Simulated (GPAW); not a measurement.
Run report: MgBrF, property calculation

The run: property calculation of MgBrF. Method and program: RPBE/plane waves, scalar-relativistic datasets (GPAW 26.7.0).

The atoms were displaced at random from an optimised geometry.

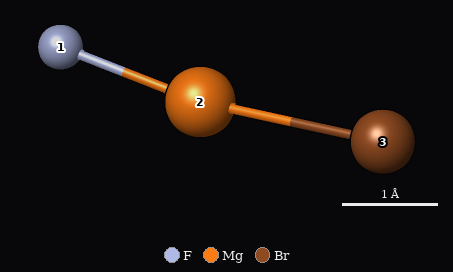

The structure (ball-and-stick view, seen at a tilt; atoms are numbered from 1 in the order of the input). Sticks mark near contacts. Bond lengths as drawn: Br–Mg 2.21 Å and F–Mg 1.70 Å.

### The input (mol.py)
```python
import numpy as np
from ase import Atoms
from ase.units import Debye
from gpaw import GPAW, PW

mol = Atoms(['F', 'Mg', 'Br'],
    positions=[[ -1.473704,   0.747648,  -0.981102],
               [ -0.213941,   0.006069,  -0.109467],
               [  1.660269,  -0.777782,   0.770081]])
mol.center(vacuum=5.5)

dft = GPAW(mode={'name': 'pw', 'ecut': 500}, xc='RPBE', maxiter=150, txt='mol.txt')
mol.calc = dft

energy = mol.get_potential_energy()
print(f'Energy                  {energy:.5f} eV')
dipole = mol.get_dipole_moment() / Debye
print(f'Dipole: {np.linalg.norm(dipole):.3f} D')

nsc = {}
for xc in ['GGA_X_N12+GGA_C_N12', 'GGA_X_B88+GGA_C_P86', 'MGGA_X_R2SCAN+MGGA_C_R2SCAN', 'GGA_X_PBEINT+GGA_C_PBEINT', 'HCTH407', 'GGA_X_B88+GGA_C_PW91', 'BLYP', 'MGGA_X_SCAN+MGGA_C_SCAN', 'RPBE']:
    nsc[xc] = energy + dft.get_xc_difference(xc)
    print(f'{xc:32} {nsc[xc]:12.4f} eV')
```

Machine: 1 thread of Intel Xeon @ 2.50GHz (Skylake/Cascade Lake), 12 GiB of memory available, shared host.

Launched with:
```bash
OMP_NUM_THREADS=1 python mol.py
```

### Log
```
Energy                  -9.33674 eV
Dipole: 0.964 D
GGA_X_N12+GGA_C_N12                  -48.0103 eV
GGA_X_B88+GGA_C_P86                  -22.5065 eV
MGGA_X_R2SCAN+MGGA_C_R2SCAN          -11.6878 eV
GGA_X_PBEINT+GGA_C_PBEINT             65.1534 eV
HCTH407                              -50.1229 eV
GGA_X_B88+GGA_C_PW91                 -19.2401 eV
BLYP                                 -15.5385 eV
MGGA_X_SCAN+MGGA_C_SCAN              -19.0048 eV
RPBE                                  -9.3367 eV
```

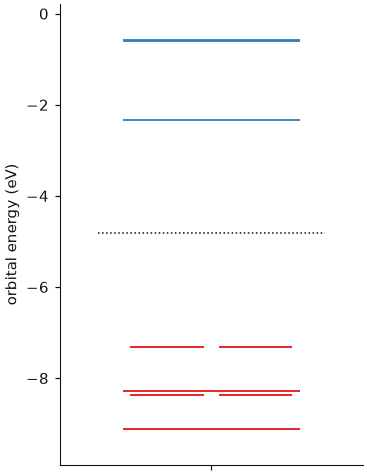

Orbital energies near the frontier; the dotted line parts filled from empty levels, and levels within 0.02 eV of each other stand side by side. Highest filled −7.32 eV, lowest empty −2.33 eV, 4.99 eV apart.

### Summary

| quantity | value |
| --- | --- |
| outcome | converged |
| energy relative to the program's reference atoms | −9.3367 eV |
| HOMO | −7.32 eV |
| LUMO | −2.33 eV |
| dipole moment | 0.96 D |
| wall time | 65 s |
| peak memory | 0.89 GiB |
